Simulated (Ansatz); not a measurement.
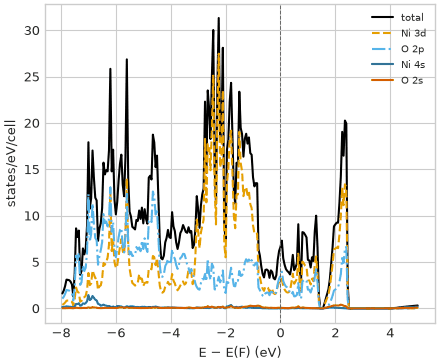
Figure. Total and projected density of states of Ni$_{3}$O$_{4}$ in space group Fd-3m (No. 227; Ni on 16d, Ni on 8a, O on 32e), r²SCAN in the plane-wave PAW code Ansatz

### Question
Which orbitals carry the states next to the Fermi level?

### Answer
Within 0.5 eV of the Fermi level: Ni 3d 50 %, O 2p 47 %. Projections are on Löwdin-orthogonalised atomic valence shells; empty p or d shells of many metals are not among them.

### Question
Where is the tallest occupied peak in this window, and what makes it?

### Answer
Near -2.2 eV, about 31 states/eV per cell; the largest projected share is Ni 3d.

The start of the workflow was typed in or built on a structure type; neither database checked (COD, Materials Project) lists it. Whether it is the stable phase at ambient conditions was not checked. Symmetry was held in the r²SCAN relaxation, as lowered by the spin order; whether a distortion lowers the energy is not shown. The final state is antiferromagnetic, chosen from 3 collinear starts compared on coarse meshes (ties went to the first, and starts can fall back to one state), not a proven ground state. Other orbital occupations within this spin state were not tried. No Hubbard U is applied. The compound may be a true metal, but semilocal functionals without U, or a wrong spin order, can also close a gap.

Potentials: the earlier of the program's two PAW sets. The files were generated under PBE; for other functionals the program regenerates the frozen cores, and for LDA and PBEsol the local potential too.
